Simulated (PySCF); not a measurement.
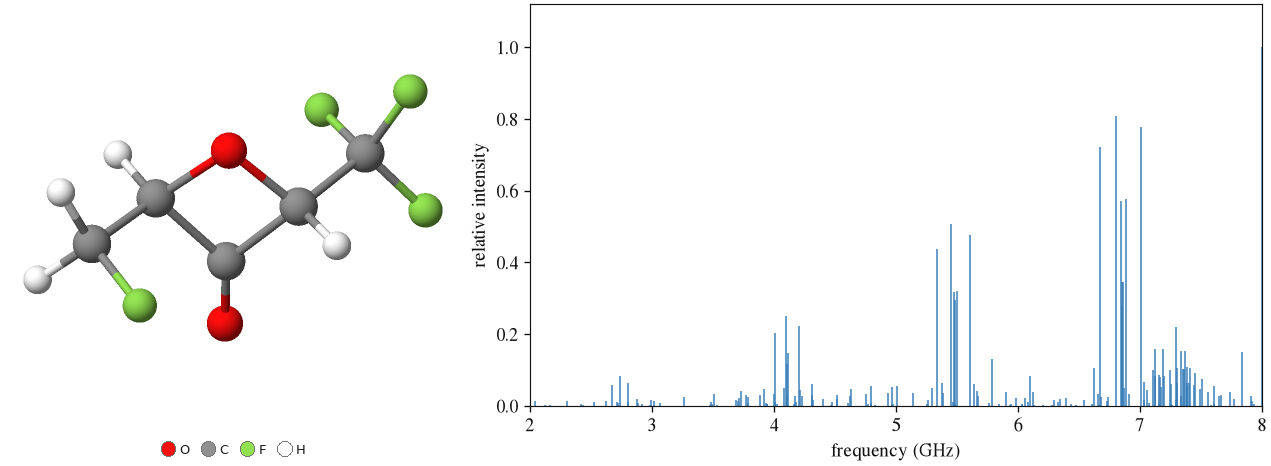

C₅H₄F₄O₂, SMILES O=C1[C@@H](CF)O[C@@H]1C(F)(F)F. Simulated rotational absorption lines between 2 and 8 GHz at 1.5 K: rigid rotor with the equilibrium constants and dipole of one optimised conformer (PBE0-D3(BJ)/def2-SVP, PySCF), commonest isotopes; no centrifugal distortion, hyperfine structure, internal rotation or nuclear-spin weights; lines within 1 MHz of each other are summed.

> What are the rotational constants, and what kind of rotor is it?

Rotational constants A, B, C = 2.157, 0.7186, 0.6511 GHz; Ray's κ = −0.91, a near-prolate asymmetric top.

> Which dipole components drive the lines?

|μa|, |μb|, |μc| = 1.97, 0.93, 1.26 D; a-type lines carry 62 % of the intensity in this range.

Note: coarse grid, loose stop and no frequency check, small forces are noise and the end may be a saddle.
